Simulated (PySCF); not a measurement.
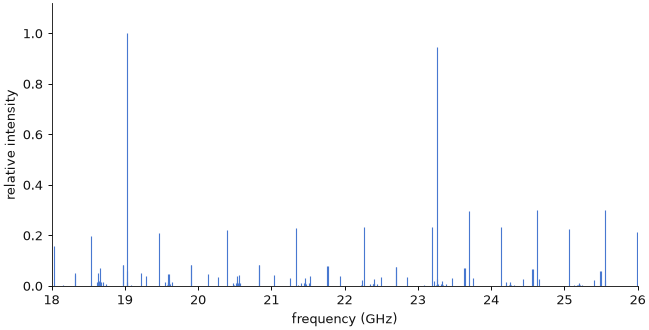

Simulated rotational absorption lines between 18 and 26 GHz at 3 K: rigid rotor with the equilibrium constants and dipole of one optimised conformer (PBE0-D3(BJ)/def2-SVP, PySCF), commonest isotopes; no centrifugal distortion, hyperfine structure, internal rotation or nuclear-spin weights; lines within 1 MHz of each other are summed.

### Which molecule gives this spectrum?
A. C₈H₁₁FO₃, SMILES C[C@@]1(OC=O)C[C@]2(F)CC[C@H]1O2
B. C₁₀H₁₁N, SMILES C=C(C)/C=C\c1ccccn1
C. C₄H₄F₆O (CF3CH2OCH2CF3), SMILES FC(F)(F)COCC(F)(F)F

Option C. Rotational constants A, B, C = 2.581, 0.4687, 0.4645 GHz, |μa|, |μb|, |μc| = 0.94, 0.13, 1.54 D.

Caveats: coarse grid, loose stop and no frequency check, small forces are noise and the end may be a saddle.
